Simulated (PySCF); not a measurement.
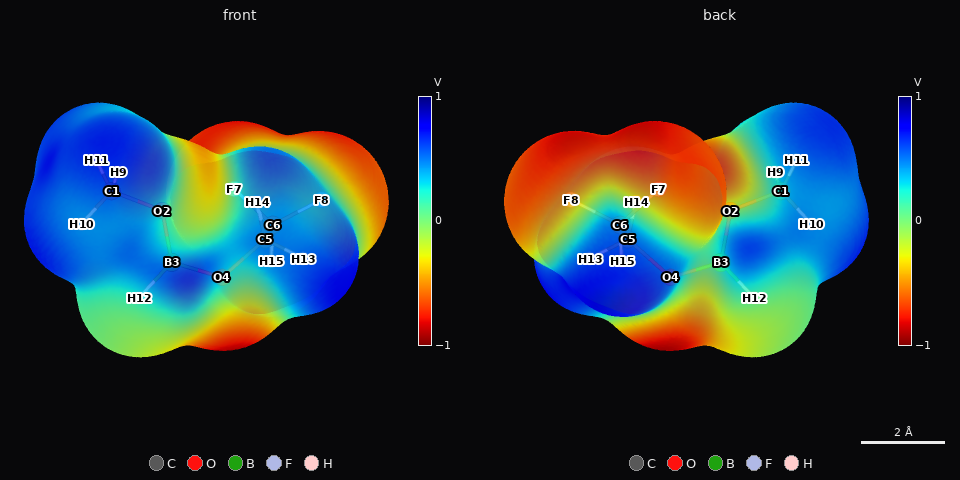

Figure 1: C₃H₇BF₂O₂. The electrostatic potential painted on the density surface at 0.001 e/bohr³, seen from the front and from behind; the colour scale runs from red (negative) to blue (positive).

Geometry: GFN2-xTB.

Computed with PySCF, PBE0/def2-SVPD, SCF density, gas phase.

The calculation's input:

```
{"job": {"kind": "uv", "xc": "PBE0", "basis": "def2-SVPD", "nstates": 6, "ntriplets": 2}, "charge": 0, "multiplicity": 1}
C     -2.655741    -0.062141     0.316214
O     -1.257197    -0.190598     0.303061
B     -0.576239    -0.989275    -0.535426
O      0.776036    -1.041095    -0.476939
C      1.516932    -0.229648     0.398388
C      2.152451     0.922374    -0.381086
F      1.248078     1.890444    -0.653820
F      3.125065     1.511907     0.357245
H     -3.014551    -0.268218     1.327335
H     -3.130265    -0.751227    -0.386633
H     -2.915277     0.964542     0.047614
H     -1.075656    -1.691179    -1.335836
H      2.323289    -0.832021     0.830479
H      0.885430     0.182351     1.191619
H      2.593233     0.591775    -1.333506
```

Command:

```sh
OMP_NUM_THREADS=1 python probes_run.py task.json out
```

Question: Describe the electrostatic potential map.

Answer: The most negative region (about −0.9 V) lies over O4, F7 and F8, the most positive (about +0.8 V) over C6, H13 and H15.

Question: How polar is the molecule by this calculation?

Answer: Its dipole moment is 2.08 D.
